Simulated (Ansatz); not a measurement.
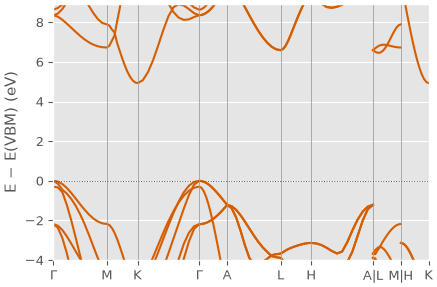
Figure. Band structure from DFT-LDA in the program Ansatz with PAW potentials

Question: Read off the gap and where the band edges lie.

Answer: About 4.9 eV (4.93 eV by a search for the band edges); maximum at Γ, minimum at K.

The material is BN (wurtzite, P6_3mc).

Symmetry was held in the LDA relaxation; phonons on a q-mesh show no instability.

Potentials: the later of the program's two PAW sets.
